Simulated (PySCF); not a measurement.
**NMR shielding calculation of C5H7FOSi**

System: C5H7FOSi.
Method: GIAO PBE0/pcSseg-1 NMR shielding, non-relativistic, gas phase (PySCF 2.14.0).

The geometry comes from this level: GFN2-xTB. It belongs to a series of runs on one base structure; here: H on C replaced by F. Figures and captions count atoms from 1; the log counts them from 0 in places.

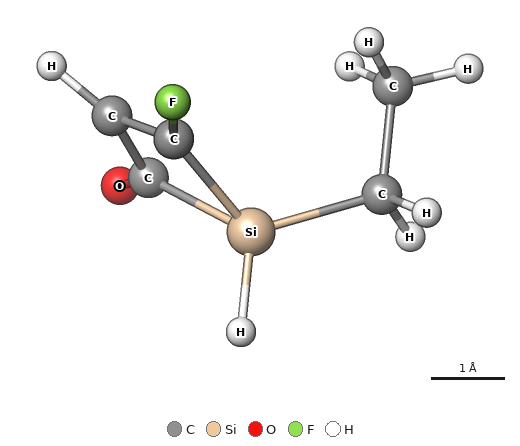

**Figure 1.** The structure (ball-and-stick view, seen on its broad side).

**Key numbers**

- outcome: converged
- total energy: −658.677359 hartree
- HOMO: −6.70 eV
- LUMO: −1.42 eV
- dipole moment: 2.73 D
- isotropic shielding, C: −35.9 to 179.0 ppm
- isotropic shielding, Si: 345.6 ppm
- isotropic shielding, O: −390.9 ppm
- isotropic shielding, F: 211.6 ppm
- isotropic shielding, H: 25.0 to 30.7 ppm
- hardware: 1 CPU thread, shared host
- wall time: 25 s
- peak memory: 0.81 GiB

**The input**
```
{"job": {"kind": "nmr", "xc": "PBE0", "basis": "pcSseg-1"}, "charge": 0, "multiplicity": 1}
C      1.807342     0.613078    -0.244621
C      1.409341    -0.836928     0.032672
Si    -0.462600    -1.063866     0.272061
C     -1.684676    -0.090625    -0.905630
O     -2.033247    -0.125409    -2.057602
C     -2.097703     0.816437     0.181303
C     -1.356445     0.356295     1.204129
F     -1.349907     0.844375     2.445993
H      1.539329     1.253991     0.592312
H      1.306373     0.987709    -1.134397
H      2.881583     0.690237    -0.399747
H      1.745198    -1.464438    -0.794506
H      1.937188    -1.191138     0.919946
H     -0.838941    -2.406992     0.706725
H     -2.807249     1.625263     0.136829
```

The first line tells a small driver script what to run in PySCF; the rest is the geometry in Å.

Run as:
```bash
OMP_NUM_THREADS=1 python <driver script> task.json out
```

**Output**
```
coarse grid: 13568 points
cycle   1  E = -658.4489435554  dE =  1.149e+00  |g| = 8.922e-01  |ddm| = 3.590e+00
cycle   2  E = -657.7697774182  dE =  6.792e-01  |g| = 1.989e+00  |ddm| = 2.924e+00
cycle   3  E = -658.6006330104  dE = -8.309e-01  |g| = 2.380e-01  |ddm| = 2.420e+00
cycle   4  E = -658.6110072974  dE = -1.037e-02  |g| = 1.118e-01  |ddm| = 2.848e-01
cycle   5  E = -658.6132166046  dE = -2.209e-03  |g| = 2.654e-02  |ddm| = 9.252e-02
cycle   6  E = -658.6133412248  dE = -1.246e-04  |g| = 1.015e-02  |ddm| = 2.480e-02
cycle   7  E = -658.6133632415  dE = -2.202e-05  |g| = 3.059e-03  |ddm| = 1.099e-02
cycle   8  E = -658.6133649309  dE = -1.689e-06  |g| = 1.186e-03  |ddm| = 3.497e-03
final grid: 128384 points
cycle   9  E = -658.6773209974  dE = -1.053e-05  |g| = 1.340e-02  |ddm| = 2.457e-02
cycle  10  E = -658.6772137113  dE =  1.073e-04  |g| = 2.687e-02  |ddm| = 3.171e-02
cycle  11  E = -658.6773568984  dE = -1.432e-04  |g| = 2.709e-03  |ddm| = 2.309e-02
cycle  12  E = -658.6773585330  dE = -1.635e-06  |g| = 2.657e-04  |ddm| = 2.217e-03
cycle  13  E = -658.6773585439  dE = -1.086e-08  |g| = 1.243e-04  |ddm| = 3.119e-04
cycle  14  E = -658.6773585462  dE = -2.323e-09  |g| = 3.286e-05  |ddm| = 9.962e-05
cycle  15  E = -658.6773585464  dE = -1.767e-10  |g| = 9.903e-06  |ddm| = 3.372e-05
```

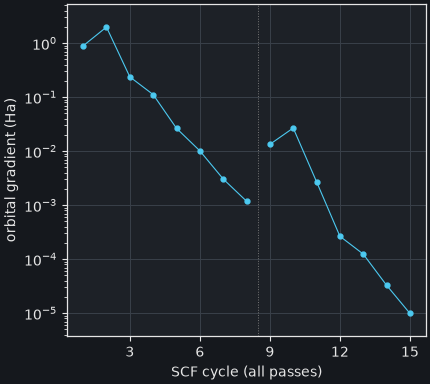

**Figure 2.** Convergence of the self-consistent field: orbital gradient against the SCF cycle. The dotted line marks the change from a coarse to the final integration grid. The first 8 cycles use a coarse grid, the final grid takes over at cycle 9, and the field converges after 15 cycles in all.

```
converged SCF energy = -658.6773585464

GIAO shielding tensors (ppm)
atom      isotropic    diamagn.    paramagn.     s11        s22        s33       span
  0 C      176.564     247.898     -71.334    170.308    172.875    186.509     16.201
  1 C      178.977     252.446     -73.469    173.511    177.135    186.284     12.774
  2 Si     345.604     879.305    -533.701    276.581    356.504    403.727    127.147
  3 C      -27.372     253.166    -280.539   -108.544    -65.830     92.257    200.801
  4 O     -390.867     398.445    -789.312  -1141.976   -400.440    369.815   1511.791
  5 C       31.776     262.828    -231.052    -50.919     36.783    109.465    160.385
  6 C      -35.949     257.183    -293.132   -168.786     -6.273     67.212    235.998
  7 F      211.586     473.012    -261.425     44.071    139.912    450.776    406.705
  8 H       30.647      31.183      -0.536     26.044     29.487     36.410     10.366
  9 H       30.624      31.257      -0.633     26.357     29.019     36.495     10.137
 10 H       30.225      28.723       1.502     25.188     27.714     37.775     12.587
 11 H       30.676      30.327       0.349     26.220     28.235     37.573     11.352
 12 H       30.553      30.137       0.416     26.118     28.346     37.194     11.076
 13 H       26.216      28.062      -1.847     23.572     24.642     30.433      6.861
 14 H       24.983      31.328      -6.344     23.210     24.776     26.964      3.753
```

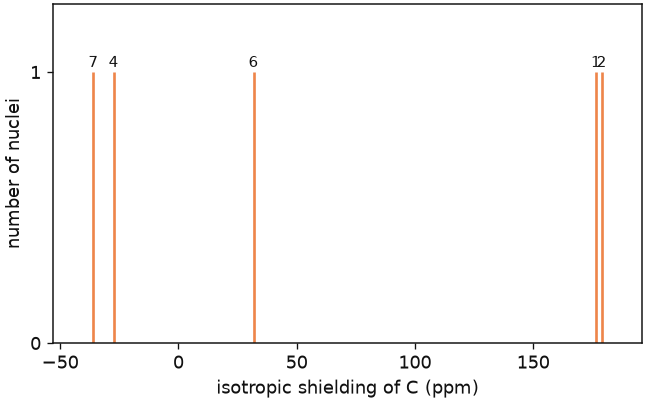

**Figure 3.** Isotropic shieldings of the carbon nuclei in this fixed geometry, labelled by atom number; shielding grows to the right, so chemical shift grows to the left. The least shielded is C7 (−35.9 ppm), the most shielded C2 (179.0 ppm).
